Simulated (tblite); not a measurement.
Run report: CH11ClSi4, geometry relaxation (part 3 of 3)

Continued. System: CH11ClSi4, SMILES C[Si@]([SiH3])(Cl)[SiH2][SiH3]. Method: GFN2-xTB geometry optimisation, gas phase (tblite 0.8.0). 

Geometry of the input (Å):
```
C  -0.6920  1.3903  -0.9976
Si -0.5933  0.4724  0.6252
Si -2.5486  -0.5950  0.8094
Cl -0.4229  1.9612  2.1004
Si 1.1205  -0.9596  0.6781
Si 2.7381  -0.4043  -0.7570
H  -1.4887  2.1804  -0.8726
H  0.2790  1.8072  -1.2943
H  -1.0347  0.7053  -1.8016
H  -2.6252  -1.4927  -0.3493
H  -2.6929  -1.3415  2.0496
H  -3.6437  0.3899  0.6312
H  1.6766  -0.9296  2.0424
H  0.6466  -2.3267  0.3763
H  2.2202  -0.4566  -2.1189
H  3.8342  -1.3685  -0.5911
H  3.2198  0.9798  -0.5401
```

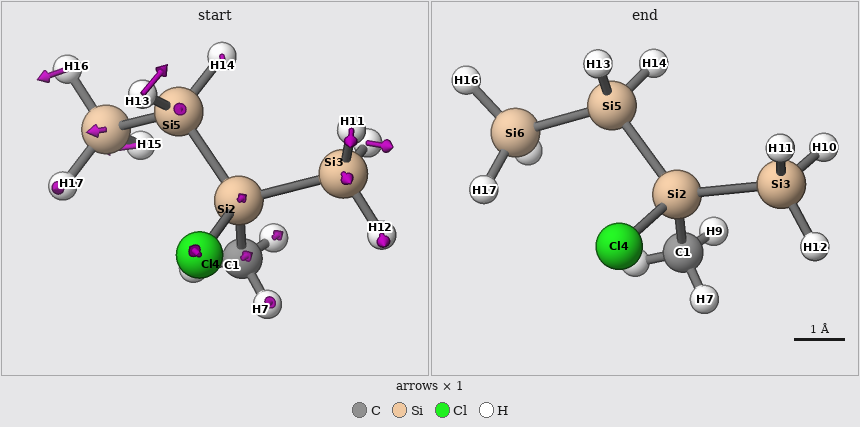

**Figure 1.** Before (left) and after (right) the relaxation, at one scale (ball-and-stick view, seen at a tilt). The pink arrows give the displacements, at true length. The largest move after the best rigid fit is that of H13, 0.91 Å. By element the largest moves are H 0.91 Å, Cl 0.47 Å, Si 0.47 Å, C 0.33 Å. Among the contacts that change: Si2–Si5 2.234 → 2.343 Å, Si2–Si3 2.235 → 2.338 Å, Si5–Si6 2.233 → 2.324 Å, C1–Si2 1.867 → 1.916 Å. Among the angles that change: Si3–Si2–Si5 111.3° → 124.1°, Cl4–Si2–Si5 112.0° → 105.0°, Si5–Si6–H16 107.7° → 114.6°. After 159 geometry steps the energy has fallen by 0.500 eV. The largest force component goes from 1.3 to 0.009 eV/Å. (Atoms are counted from 1 in the order of the input.)
